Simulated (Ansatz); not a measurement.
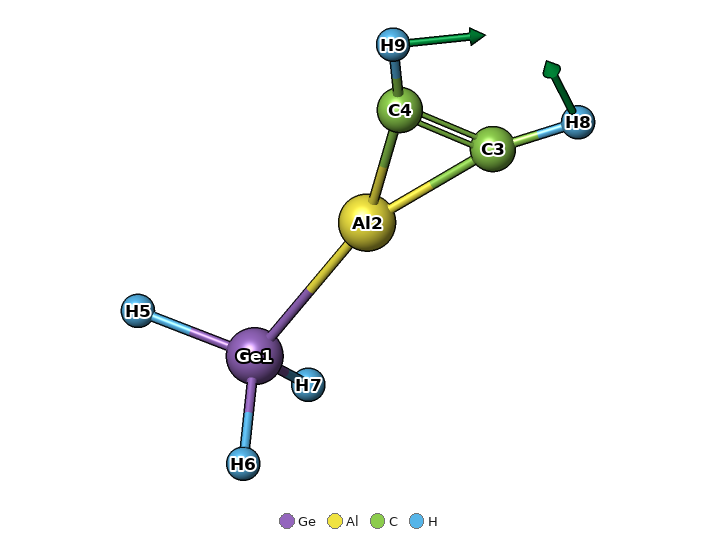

The arrows show one normal mode. Harmonic vibrations computed with RKS PBE0-D4/def2-TZVP (Ansatz 0.2.0) at a stationary point of the same level.

What kind of motion is it?

Answer. Mostly angle bending.

Estimate its harmonic wavenumber.

Answer. 934 cm⁻¹; it is mode 13 of 21 counted from the lowest.
